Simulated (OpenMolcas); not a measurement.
**Single-point calculation, with input and output: NF3 (part 2 of 2)**

NF3, SMILES FN(F)F; MRCI/STO-3G (OpenMolcas 26.06). The geometry comes from this level: PBE0-D4/def2-TZVP.

Geometry of the input (Å):
```
F  0.6140  0.0003  1.0669
N  0.3534  -0.0741  -0.2662
F  -0.6363  -1.0065  -0.3122
F  -0.3311  1.0803  -0.4884
```

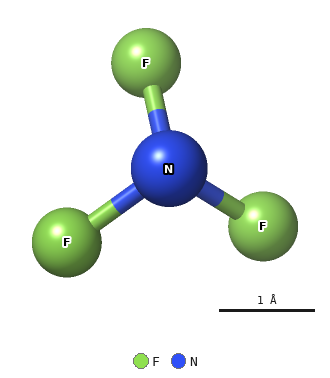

Fig. 1: The structure as given in the input (ball-and-stick view, seen at a tilt).

**Output, continued**
```
      ALL SINGLE AND DOUBLE REPLACEMENTS

      NUMBER OF ELECTRONS IN CI        26
      TOTAL SPIN QUANTUM NUMBER      0.00

              ORBITALS PER SYMMETRY
                  1
      INACTIVE   12
      ACTIVE      2
      VALENCE     0
      CORE        0
      ONEOCC      0
  Number of vertices                  151                  135

      INTERNAL CONFIGURATIONS (FORMAL)

      NUMBER OF VALENCE STATES             105
      NUMBER OF DOUBLET COUPLED SINGLES    338
      NUMBER OF TRIPLET COUPLED DOUBLES    222
      NUMBER OF SINGLET COUPLED DOUBLES    259

      OCCUPATION OF REFERENCE STATES

      REF.STATE  ORB: 1   2
          1           0   2
          2           1   1
          3           2   0
      WAVE-FUNCTION SYMMETRY LABEL:  1

      INTERNAL CONFIGURATIONS (REAL)

      NUMBER OF VALENCE STATES             105
      NUMBER OF DOUBLET COUPLED SINGLES    338
      NUMBER OF TRIPLET COUPLED DOUBLES    222
      NUMBER OF SINGLET COUPLED DOUBLES    259

      COEFFICIENTS FOR DIAG    14943
      TIME FOR DIAG                0

      COEFFICIENTS FOR ABCI     2154
      MAXIMUM NUMBER OF ELEMENTS   625
      TIME FOR ABCI                0

      COEFFICIENTS FOR IJKL   436961
      TIME FOR IJKL                0

      COEFFICIENTS FOR AIBJ    39635
      DIFFERENT TYPES     1020     1143     7032     8188     3030     3738    15274
      TIME FOR AIBJ                0

      COEFFICIENTS FOR AIJK   159136
      TIME FOR AIJK                0

      COEFFICIENTS FOR IJ      13357

      COEFFICIENTS FOR AI       2974
      TIME FOR ONEEL               0
--- Stop Module: guga /rc=_RC_ALL_IS_WELL_ ---

--- Start Module: mrci ---

                                               &MRCI

                       available to each process: 1.9 GB of memory, 1 thread

      ************************************************************************************************************************
      *                                                        Title:                                                        *
      *                                                ( No title was given )                                                *
      ************************************************************************************************************************

      Cartesian coordinates in angstrom:
      -----------------------------------------------------
      No.  Label        X            Y            Z
      -----------------------------------------------------
       1   F1         0.61401000   0.00034000   1.06693000
       2   N2         0.35342000  -0.07415000  -0.26625000
       3   F3        -0.63628000  -1.00649000  -0.31224000
       4   F4        -0.33115000   1.08031000  -0.48844000
      -----------------------------------------------------
      Nuclear repulsion energy =  134.27605955
       THIS IS AN   S D C I   CALCULATION
       (But an ACPF correction will be computed)
       USE THE DEFAULT ACPF G-VALUE GFAC=   7.6923076923076927E-002

       A SMALL CI IS PERFORMED INVOLVING ONLY THE REFERENCE STATES.
       THIS REFERENCE CI WILL USE THE FOLLOWING ROOT SELECTION CRITERIA:

       ROOT SELECTION BY ENERGY ORDERING.
      ONE SINGLE ROOT, NUMBER        1

       THE REFERENCE CI IS FOLLOWED BY THE FULL SPACE
       CALCULATION, WHERE THE SELECTION CRITERION
       IS MAXIMUM OVERLAP WITH THE ROOT(S) SELECTED IN
       THE REFERENCE CI.

      MALMQVIST DIAGONALIZATION

      PRINT LEVEL                          1
      WORKSPACE WORDS, (Re(wp))    232498481
      MAXIMUM NR OF ORBITALS           10000
      MAX NR OF STORED CI/SGM ARR.        10
      MAX NR OF ITERATIONS                20
      ENERGY CONVERGENCE THRESHOLD  1.00E-08
      SPIN QUANTUM NUMBER                0.0
      CORRELATED ELECTRONS                26
      WAVE FUNCTION SYMMETRY LABEL         1
      POINT GROUP ORDER                    1

      SYMMETRY LABEL:                             1
      INACTIVE ORBITALS                          12   12
      ACTIVE ORBITALS                             2    2
      ADDED VALENCE ORB                           0    0
      VIRTUAL ORBITALS                            2    2

      SUM:CORREL ORBITALS                        16   16

      FROZEN ORBITALS                             0    0
      DELETED ORBITALS                            0    0

      SUM:ORBITALS IN CI                         16   16

      PRE-FROZEN ORBITALS                         4    4
      PRE-DELETED ORBITALS                        0    0
      SUM:   TOTAL BASIS                         20   20

         3 REFERENCE STATES
      Occupation of the reference states
      Active orbital nr. 1 2
      Ref nr  1          0 2
      Ref nr  2          1 1
      Ref nr  3          2 0

       FIRST ORDER INTERACTING SPACE.

       LIST OF REFERENCE CONFIGURATIONS.
      CONF NR:    GUGA CASE NUMBERS OF ACTIVE ORBITALS:
        103       33333333333303
        104       33333333333312
        105       33333333333330

       REAL CONFIGURATIONS:

                     REFERENCE        3
                 OTHER VALENCE      102
       DOUBLET COUPLED SINGLES      676
       TRIPLET COUPLED DOUBLES      222
       SINGLET COUPLED DOUBLES      777
                        TOTAL     1780

      STATISTICS FOR INTEGRALS, FIRST ENTRY 10**3-10**4

               0         0         0         0       185
            1875      2303       370       547      2227
            1472       300        33         4         0
               0         0         0         0         0

 ------------------------------------------------------------
    REFERENCE CI CALCULATION.
 ------------------------------------------------------------
  ROOT SELECTION BY ENERGY ORDERING.
  ONE SINGLE ROOT, NUMBER.....:        1

         LOWEST REFERENCE CI ROOTS:
                            ROOT      1              2              3
                          ENERGY  -347.78509548  -346.87677233  -346.35072971
 CSF NR  103 CASE 33333333333303    -0.152686      -0.097324       0.983471
         104      33333333333312     0.000000       0.995139       0.098479
         105      33333333333330     0.988275      -0.015036       0.151944

 ROOT NR  1 IS USED AS START VECTOR.

 ------------------------------------------------------------
    MR SDCI CALCULATION.
 ------------------------------------------------------------

          CONVERGENCE STATISTICS:
 ITER NVEC     ENERGIES    LOWERING RESIDUAL SEL.WGT CPU(S) CPU TOT
    1    1   -347.78509548          4.41E-01  1.000     0.0     0.0
    2    2   -347.88069199-9.56E-02 1.29E-01  0.952     0.0     0.0
    3    3   -347.88859105-7.90E-03 5.06E-02  0.941     0.0     0.0
    4    4   -347.88967530-1.08E-03 2.26E-02  0.937     0.0     0.0
    5    5   -347.88990506-2.30E-04 1.02E-02  0.936     0.0     0.1
    6    6   -347.88995101-4.59E-05 4.02E-03  0.935     0.0     0.1
    7    7   -347.88995821-7.20E-06 1.23E-03  0.935     0.0     0.1
    8    8   -347.88995885-6.44E-07 4.28E-04  0.935     0.0     0.1
    9    9   -347.88995893-8.30E-08 1.68E-04  0.935     0.0     0.1
   10   10   -347.88995894-1.06E-08 6.70E-05  0.935     0.0     0.1
   11   11   -347.88995895-1.83E-09 2.15E-05  0.935     0.0     0.1
  CONVERGENCE IN ENERGY.
  **********************************************************************
               FINAL RESULTS FOR STATE NR   1
 CORRESPONDING ROOT OF REFERENCE CI IS NR:  1
            REFERENCE CI ENERGY:  -347.78509548
         EXTRA-REFERENCE WEIGHT:     0.06448252
          CI CORRELATION ENERGY:    -0.10486347
                      CI ENERGY:  -347.88995895
            DAVIDSON CORRECTION:    -0.00722794
               CORRECTED ENERGY:  -347.89718688
                ACPF CORRECTION:    -0.00663675
               CORRECTED ENERGY:  -347.89659570

      CI-COEFFICIENTS LARGER THAN 0.050
  NOTE: THE FOLLOWING ORBITALS WERE FROZEN
  ALREADY AT THE INTEGRAL TRANSFORMATION STEP
  AND DO NOT EXPLICITLY APPEAR:
        SYMMETRY:   1
      PRE-FROZEN:   4
  ORDER OF SPIN-COUPLING: (PRE-FROZEN, NOT SHOWN)
                          (FROZEN, NOT SHOWN)
                           VIRTUAL
                           ADDED VALENCE
                           INACTIVE
                           ACTIVE

  ORBITALS ARE NUMBERED WITHIN EACH SEPARATE SYMMETRY.
  **********************************************************************

 NATURAL ORBITALS OF STATE NR.  1
  FULL SET OF ORBITALS ARE SAVED ON FILE CIORB01

 NATURAL ORBITALS IN AO BASIS. IN EACH SYMMETRY,
 THE ORBITALS PRINTED ARE THOSE UP TO AND INCLUDING
 THE LAST ORBITAL WITH OCCUPATION NUMBER LARGER
 THAN THRORB =  0.0000100

                            SYMMETRY LABEL  1

     ORBITAL             1       2       3       4       5       6       7       8       9      10
     OCC.NO.         2.00000 2.00000 2.00000 2.00000 1.99944 1.99937 1.99937 1.99832 1.99786 1.99767

   1  F1     1s       0.0032  0.6860 -0.7205  0.0005 -0.1399  0.1821 -0.1148  0.0057 -0.0119  0.0045
   2  F1     1s       0.0003  0.0150 -0.0154 -0.0039  0.5379 -0.7067  0.4454 -0.0139  0.0480 -0.0153
   3  F1     2px     -0.0001 -0.0004  0.0003  0.0007 -0.0502 -0.0718  0.0407 -0.5193 -0.6783  0.2305
   4  F1     2py     -0.0001 -0.0000  0.0001  0.0001  0.0124  0.0554  0.0726  0.1312 -0.0770 -0.2960
   5  F1     2pz     -0.0002 -0.0017  0.0016  0.0025  0.0551 -0.0601  0.0314  0.1282  0.1212 -0.0150
   6  N2     1s       0.0005  0.0007 -0.0000  0.9942 -0.0425 -0.0000 -0.0014  0.0886 -0.0000  0.0226
   7  N2     1s      -0.0034 -0.0047  0.0001  0.0250  0.0992  0.0000  0.0022 -0.3391  0.0000 -0.0875
   8  N2     2px      0.0027  0.0009  0.0016 -0.0031 -0.0006 -0.0153  0.0147 -0.2464 -0.0075 -0.0543
   9  N2     2py      0.0023 -0.0023 -0.0018  0.0009 -0.0024  0.0178  0.0311  0.0450  0.0086  0.0145
  10  N2     2pz     -0.0000 -0.0020  0.0028  0.0025 -0.0013 -0.0253  0.0130  0.1810 -0.0125  0.0430
  11  F3     1s       0.9948 -0.0046  0.0001  0.0005 -0.1576  0.0015  0.2034  0.0051  0.0000 -0.0081
  12  F3     1s       0.0215  0.0003 -0.0000 -0.0039  0.6065 -0.0058 -0.7894 -0.0128 -0.0000  0.0345
  13  F3     2px      0.0016  0.0002 -0.0000 -0.0019 -0.0642 -0.0383  0.0122 -0.1819  0.0847 -0.4315
  14  F3     2py      0.0015  0.0002  0.0000 -0.0021 -0.0032  0.0445  0.0882  0.1307 -0.0968  0.4382
  15  F3     2pz      0.0001  0.0001 -0.0001 -0.0003  0.0367 -0.0628  0.0547  0.2012  0.1391  0.5664
  16  F4     1s       0.0032  0.7205  0.6860  0.0005 -0.1399 -0.1837 -0.1122  0.0057  0.0119  0.0045
  17  F4     1s       0.0003  0.0157  0.0146 -0.0039  0.5380  0.7130  0.4351 -0.0139 -0.0480 -0.0153
  18  F4     2px      0.0000  0.0009  0.0007 -0.0012 -0.0607 -0.0210  0.0373 -0.3364  0.5225  0.0138
  19  F4     2py     -0.0003 -0.0016 -0.0013  0.0022  0.0244  0.0524  0.0762 -0.0777  0.2552 -0.0479
  20  F4     2pz      0.0000  0.0004  0.0002 -0.0006  0.0378 -0.0931  0.0266  0.4289 -0.3777 -0.3722

     ORBITAL            11      12      13      14      15      16      17      18      19      20
     OCC.NO.         1.99682 1.99573 1.99529 1.99165 1.96122 1.95580 1.95101 0.05668 0.05195 0.05180

   1  F1     1s       0.0080  0.0199  0.0351 -0.0433 -0.0065  0.0024 -0.0001 -0.0092 -0.0512  0.0445
   2  F1     1s      -0.0341 -0.0865 -0.1549  0.2224  0.0726 -0.0614 -0.0177  0.0544  0.3017 -0.2622
   3  F1     2px      0.0084  0.2339  0.1514  0.2584 -0.0645 -0.1234 -0.1196 -0.1449 -0.1549  0.0373
   4  F1     2py     -0.6242  0.5925 -0.3028 -0.0517  0.0707  0.0400 -0.1138 -0.1126  0.0805  0.1384
   5  F1     2pz      0.0420 -0.0587  0.0149  0.0297  0.4102 -0.4991 -0.1745 -0.0757 -0.6019  0.5348
   6  N2     1s       0.0000  0.0092  0.0000  0.2237  0.0243 -0.0000  0.0063  0.0944  0.1102  0.0012
   7  N2     1s      -0.0000 -0.0355 -0.0000 -0.8906 -0.0145  0.0000 -0.0044 -0.4855 -0.5664 -0.0064
   8  N2     2px      0.0133  0.0748  0.0817 -0.1710  0.4856  0.2402  0.3636  0.6726  0.1489  0.4324
   9  N2     2py     -0.0152  0.1633 -0.0934  0.0312 -0.2330 -0.2746  0.4056  0.5417 -0.6130 -0.4989
  10  N2     2pz      0.0219  0.0679  0.1345  0.1255 -0.4567  0.3957  0.0607 -0.0327 -0.5308  0.7027
  11  F3     1s      -0.0000 -0.0412 -0.0000 -0.0407 -0.0059  0.0000 -0.0064 -0.0683  0.0002 -0.0000
  12  F3     1s       0.0000  0.1844  0.0000  0.2114  0.0463 -0.0000  0.0922  0.4028 -0.0010  0.0000
  13  F3     2px     -0.2168 -0.1330  0.3681  0.0922 -0.2076 -0.0596 -0.4766  0.5981 -0.0792 -0.0850
  14  F3     2py      0.2477  0.1688 -0.4206 -0.2000 -0.0273  0.0682 -0.4515  0.5657  0.0697  0.0971
  15  F3     2pz     -0.3568  0.1979  0.6058 -0.1949  0.1071 -0.0982 -0.0240  0.0294  0.0994 -0.1374
  16  F4     1s      -0.0080  0.0200 -0.0351 -0.0433 -0.0065 -0.0024 -0.0001 -0.0092 -0.0502 -0.0457
  17  F4     1s       0.0341 -0.0865  0.1549  0.2224  0.0726  0.0613 -0.0177  0.0544  0.2958  0.2689
  18  F4     2px      0.3071  0.4492  0.0569  0.1122 -0.2760 -0.2716 -0.0093 -0.0888  0.3327  0.2731
  19  F4     2py      0.2638  0.3465  0.0650  0.1153  0.3124  0.4113 -0.2399 -0.1766 -0.4726 -0.4951
  20  F4     2pz      0.4772  0.2955  0.3277 -0.2108  0.0624 -0.1511  0.0071  0.0167  0.2111 -0.0317
  **********************************************************************

 MULLIKEN CHARGES FOR STATE NR  1

++    Molecular charges:
      ------------------

      Mulliken charges per centre and basis function type
      ---------------------------------------------------

                F1      N2      F3      F4
      1s       3.9603  3.6912  3.9610  3.9603
      2px      1.9439  1.2199  1.5357  1.7581
      2pz      1.1866  1.0696  1.9635  1.9442
      2py      1.9530  0.8842  1.5874  1.3811
      Total    9.0437  6.8649  9.0476  9.0437

      N-E     -0.0437  0.1351 -0.0476 -0.0437

      Total electronic charge=   34.000000

      Total            charge=   -0.000000
--

  **********************************************************************

  SUMMARY OF ENERGIES:
                ROOT:       1
        TOTAL ENERGY:   -347.88995895
 DAVIDSON CORRECTION:     -0.00722794
     ACPF CORRECTION:     -0.00663675

  Energies, machine-readable format:
  CI State   1     Total energy:   -347.88995895     QDav:     -0.00722794     QACPF:     -0.00663675

  EXPECTATION VALUES OF VARIOUS OPERATORS:
 (Note: Electronic multipoles include a negative sign.)

    PROPERTY :MLTPL  0   COMPONENT:   1
     GAUGE ORIGIN:      0.00000000      0.00000000      0.00000000
             ROOT:       1
       ELECTRONIC:    -34.00000000
          NUCLEAR:     34.00000000
            TOTAL:     -0.00000000

    PROPERTY :MLTPLS 0   COMPONENT:   1
     GAUGE ORIGIN:      0.00000000      0.00000000      0.00000000
             ROOT:       1
       ELECTRONIC:    -34.00000000
          NUCLEAR:     34.00000000
            TOTAL:     -0.00000000

    PROPERTY :MLTPL  1   COMPONENT:   1
     GAUGE ORIGIN:     -0.04699009      0.00986391      0.03540012
             ROOT:       1
       ELECTRONIC:     -0.42424875
          NUCLEAR:      0.26192895
            TOTAL:     -0.16231980

    PROPERTY :MLTPL  1   COMPONENT:   2
     GAUGE ORIGIN:     -0.04699009      0.00986391      0.03540012
             ROOT:       1
       ELECTRONIC:      0.09663544
          NUCLEAR:     -0.05495639
            TOTAL:      0.04167905

    PROPERTY :MLTPL  1   COMPONENT:   3
     GAUGE ORIGIN:     -0.04699009      0.00986391      0.03540012
             ROOT:       1
       ELECTRONIC:      0.32489800
          NUCLEAR:     -0.19732495
            TOTAL:      0.12757305

    PROPERTY :MLTPL  2   COMPONENT:   1
     GAUGE ORIGIN:     -0.04699009      0.00986391      0.03540012
             ROOT:       1
       ELECTRONIC:    -44.71380685
          NUCLEAR:     31.72497468
            TOTAL:    -12.98883218

    PROPERTY :MLTPL  2   COMPONENT:   2
     GAUGE ORIGIN:     -0.04699009      0.00986391      0.03540012
             ROOT:       1
       ELECTRONIC:     -8.39814497
          NUCLEAR:      8.44694608
            TOTAL:      0.04880111

    PROPERTY :MLTPL  2   COMPONENT:   3
     GAUGE ORIGIN:     -0.04699009      0.00986391      0.03540012
             ROOT:       1
       ELECTRONIC:    -30.13671033
          NUCLEAR:     30.32434021
            TOTAL:      0.18762988

    PROPERTY :MLTPL  2   COMPONENT:   4
     GAUGE ORIGIN:     -0.04699009      0.00986391      0.03540012
             ROOT:       1
       ELECTRONIC:    -82.95931896
          NUCLEAR:     70.20246428
            TOTAL:    -12.75685468

    PROPERTY :MLTPL  2   COMPONENT:   5
     GAUGE ORIGIN:     -0.04699009      0.00986391      0.03540012
             ROOT:       1
       ELECTRONIC:      6.31712597
          NUCLEAR:     -6.36140374
            TOTAL:     -0.04427777

    PROPERTY :MLTPL  2   COMPONENT:   6
     GAUGE ORIGIN:     -0.04699009      0.00986391      0.03540012
             ROOT:       1
       ELECTRONIC:    -62.01079120
          NUCLEAR:     49.13023829
            TOTAL:    -12.88055291

    PROPERTY :KINETIC    COMPONENT:   1
     GAUGE ORIGIN:      0.00000000      0.00000000      0.00000000
             ROOT:       1
       ELECTRONIC:    343.62784683
          NUCLEAR:      0.00000000
            TOTAL:    343.62784683

    PROPERTY :ATTRACT    COMPONENT:   1
     GAUGE ORIGIN:      0.00000000      0.00000000      0.00000000
             ROOT:       1
       ELECTRONIC:  -1098.63457264
          NUCLEAR:    134.27605955
            TOTAL:   -964.35851309

    PROPERTY :ATTRACTS   COMPONENT:   1
     GAUGE ORIGIN:      0.00000000      0.00000000      0.00000000
             ROOT:       1
       ELECTRONIC:  -1094.22327940
          NUCLEAR:    134.27605955
            TOTAL:   -959.94721986

    PROPERTY :MLTPV  2   COMPONENT:   1
     GAUGE ORIGIN:     -0.04699009      0.00986391      0.03540012
             ROOT:       1
       ELECTRONIC:     34.22406715
          NUCLEAR:      0.00000000
            TOTAL:     34.22406715

    PROPERTY :MLTPV  2   COMPONENT:   2
     GAUGE ORIGIN:     -0.04699009      0.00986391      0.03540012
             ROOT:       1
       ELECTRONIC:      0.17920202
          NUCLEAR:      0.00000000
            TOTAL:      0.17920202

    PROPERTY :MLTPV  2   COMPONENT:   3
     GAUGE ORIGIN:     -0.04699009      0.00986391      0.03540012
             ROOT:       1
       ELECTRONIC:      0.47129577
          NUCLEAR:      0.00000000
            TOTAL:      0.47129577

    PROPERTY :MLTPV  2   COMPONENT:   4
     GAUGE ORIGIN:     -0.04699009      0.00986391      0.03540012
             ROOT:       1
       ELECTRONIC:     34.99469806
          NUCLEAR:      0.00000000
            TOTAL:     34.99469806

    PROPERTY :MLTPV  2   COMPONENT:   5
     GAUGE ORIGIN:     -0.04699009      0.00986391      0.03540012
             ROOT:       1
       ELECTRONIC:     -0.05923350
          NUCLEAR:      0.00000000
            TOTAL:     -0.05923350

    PROPERTY :MLTPV  2   COMPONENT:   6
     GAUGE ORIGIN:     -0.04699009      0.00986391      0.03540012
             ROOT:       1
       ELECTRONIC:     34.84873698
          NUCLEAR:      0.00000000
            TOTAL:     34.84873698

    PROPERTY :ONEHAM     COMPONENT:   1
     GAUGE ORIGIN:      0.00000000      0.00000000      0.00000000
             ROOT:       1
       ELECTRONIC:   -755.00672581
          NUCLEAR:    134.27605955
            TOTAL:   -620.73066626

    PROPERTY :ONEHAM 0   COMPONENT:   1
     GAUGE ORIGIN:      0.00000000      0.00000000      0.00000000
             ROOT:       1
       ELECTRONIC:   -755.00672581
          NUCLEAR:    134.27605955
            TOTAL:   -620.73066626

    PROPERTY :FCKINT     COMPONENT:   1
     GAUGE ORIGIN:      0.00000000      0.00000000      0.00000000
             ROOT:       1
       ELECTRONIC:   -223.65419984
          NUCLEAR:      0.00000000
            TOTAL:   -223.65419984

--- Stop Module: mrci /rc=_RC_ALL_IS_WELL_ ---

.##################.
.# Happy landing! #.
.##################.

    Timing: Wall=1.92 User=1.35 System=0.49
```
